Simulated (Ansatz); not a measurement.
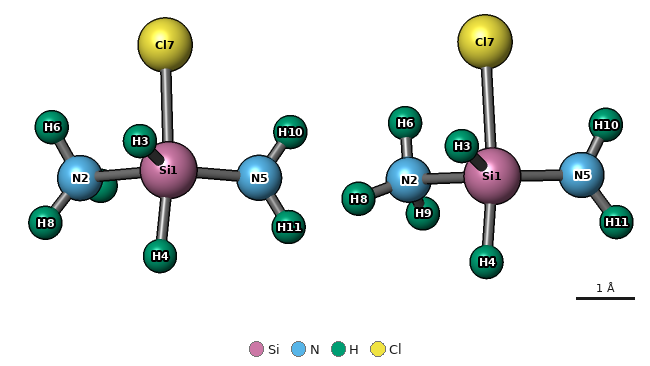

Two geometries of SiN2H7Cl (started from a transition state, displaced along its imaginary mode), drawn at one scale. One is the start of a relaxation, the other its converged end. A ball-and-stick model, seen at a tilt.

Computed with Ansatz, RKS PBE0-D4/def2-TZVP. Settings: force threshold 0.005 eV/Å; at most 200 steps.

### Which geometry has the lower energy?

The left one is the relaxed one. H6 moves most after the best rigid fit: 0.59 Å. Largest moves by element: H 0.59 Å, Cl 0.23 Å, Si 0.12 Å, N 0.07 Å. Near-neighbour distances that change, for instance: Si1–Cl7 2.430 → 2.324 Å, Si1–N2 1.928 → 1.950 Å, N5–H11 1.025 → 1.006 Å, Si1–H4 1.516 → 1.526 Å. Bond angles that change, for instance: Si1–N2–H6 101.0° → 108.7°, H3–Si1–Cl7 82.1° → 88.1°, N2–Si1–N5 115.6° → 120.6°. Groups turn about Si1–N2 by about 35°. The energy falls by 5.43 kJ/mol in 20 accepted moves (24 points after the start). The largest force component goes from 0.81 to 0.0029 eV/Å. The line search rejected the trial steps at points 6, 9, 17, 20 of the run. Cost: 2 min on 4 threads of Intel Xeon @ 2.50GHz, on a shared host.
